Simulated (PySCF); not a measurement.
Ga(Me)2(OH)(NH3), C₂H₁₀GaNO, singlet at its GFN2-xTB optimised geometry (Å):

```
15

Ga    -0.1105    -0.4620     0.0000
C      1.9289    -0.4620     0.0000
H      2.3357     0.2175     0.7495
H      2.3328    -0.1517    -0.9660
H      2.3139    -1.4637     0.2052
C     -1.3028     1.1906     0.0000
H     -2.3357     0.9152     0.2255
H     -1.3062     1.6876    -0.9721
H     -0.9801     1.9287     0.7352
O     -0.8788    -1.9287    -0.6313
H     -0.9229    -2.2938    -1.5082
N     -0.5543    -1.2398     2.0347
H     -1.4892    -1.6047     1.8701
H     -0.5666    -0.6500     2.8608
H      0.0570    -2.0346     2.2000
```

Calculation: B3LYP/def2-TZVP run with PySCF. Cells within 0.4 Å of a nucleus heavier than hydrogen are left out (blank, or x).

Map of the LUMO amplitude (bohr^(-3/2)) on the plane z = 0.0 Å; orbital energy -0.14 eV, overall sign arbitrary:

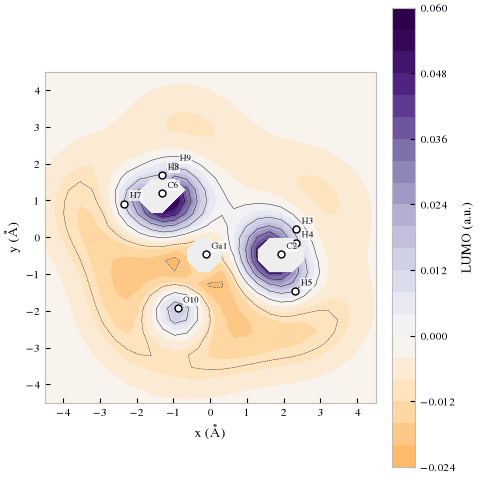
Figure: LUMO amplitude (bohr^(-3/2)) on the plane z = 0.0 Å.
